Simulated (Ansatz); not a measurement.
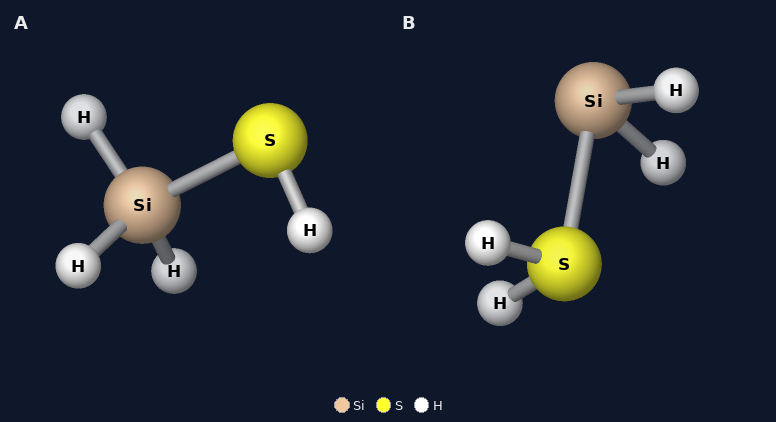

2 stationary structures of one formula. Geometries: PBE0-D4/def2-TZVP. Electronic energies: ωB97M-V/def2-SVP (Ansatz 0.2.0), without zero-point energy.

Question: Rank them by energy, lowest first.

Answer: A is lowest (Cs, a minimum); B lies 2.185 eV above it (a minimum).

Give E(B) − E(A) in eV at these levels too: PBE-D4/STO-3G; B3LYP-D4/6-31G; B97M-V/def2-TZVPP; RHF-CCSD(T) (frozen core)/def2-TZVPP; r2SCAN-D4/def2-TZVPP; SPW92 (LDA)/def2-SVP; CAM-B3LYP-D4/def2-TZVPP; BHLYP-D4/def2-TZVPP.

| level | E(B) − E(A) (eV) |
| --- | --- |
| PBE-D4/STO-3G | +2.875 |
| B3LYP-D4/6-31G | +2.089 |
| B97M-V/def2-TZVPP | +2.178 |
| RHF-CCSD(T) (frozen core)/def2-TZVPP | +2.260 |
| r2SCAN-D4/def2-TZVPP | +2.274 |
| SPW92 (LDA)/def2-SVP | +2.022 |
| CAM-B3LYP-D4/def2-TZVPP | +2.279 |
| BHLYP-D4/def2-TZVPP | +2.341 |
